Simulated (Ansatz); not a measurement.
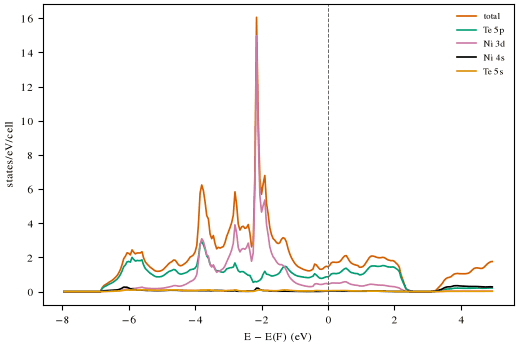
Fig. 1. Total and projected density of states of NiTe₂ (CdI2 type, space group No. 164), LDA in the plane-wave PAW code Ansatz

Question: Which orbitals carry the states next to the Fermi level?

Answer: Within 0.5 eV of the Fermi level: Te 5p 62 %, Ni 3d 29 %. Projections are on Löwdin-orthogonalised atomic valence shells; empty p or d shells of many metals are not among them.

Question: Where is the tallest occupied peak in this window, and what makes it?

Answer: Near -2.1 eV, about 16 states/eV per cell; the largest projected share is Ni 3d.

Space group P-3m1 (CdI2 type). The workflow started from a Materials Project entry (that database holds measured and hypothetical structures alike); the Crystallography Open Database files this formula in space group No. 164, but the cells were not matched. Whether it is the stable phase at ambient conditions was not checked. The cell was relaxed with LDA under the symmetry of its start; of distortions, only those at the zone centre were tested. No spin polarisation was allowed. A crystal of weakly bound layers computed without a dispersion correction: the cell and the soft elastic constants depend strongly on that. Spin–orbit coupling is left out wherever it is not named.

Potentials: the later of the program's two PAW sets.
